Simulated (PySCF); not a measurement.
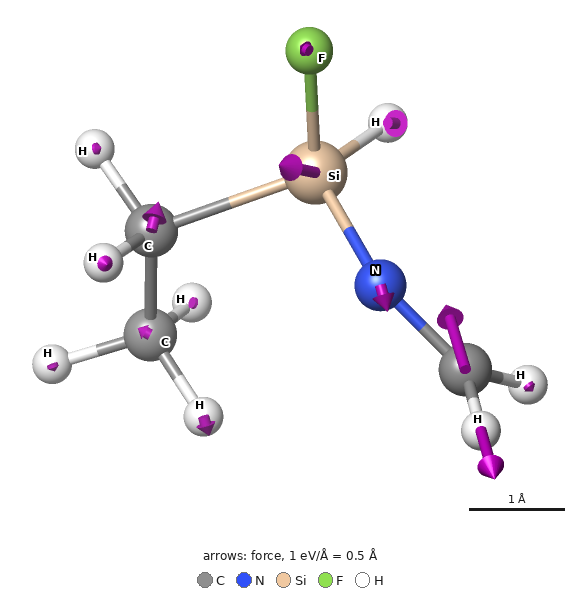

Starting geometry of C3H8FNSi with the computed forces as purple arrows. A ball-and-stick model, seen at a tilt.

The start comes from GFN2-xTB. Its atoms were then displaced at random by about 0.01 Å.

The calculation used PySCF, PBE0-D3(BJ)/def2-SVP geometry optimisation, gas phase. 

**Is this structure relaxed? If not, where do the atoms go?**

It isn't relaxed: the largest force vector, on a C atom, is 2.22 eV/Å. The final displacements have little in common with the starting forces (cosine between the two patterns 0.08). The largest move after the best rigid fit is that of an H atom, 0.45 Å. Largest moves by element: H 0.45 Å, N 0.25 Å, Si 0.16 Å, F 0.14 Å, C 0.14 Å. Among the contacts that change: C–H 1.059 → 1.107 Å, H–Si 1.455 → 1.498 Å, C–Si 1.882 → 1.860 Å, N–Si 1.725 → 1.748 Å. Bond angles that change, for instance: C–N–Si 138.7° → 124.6°, N–Si–H 120.7° → 111.7°, N–Si–F 100.4° → 106.6°. The energy falls by 4.18 kcal/mol in 10 geometry steps.
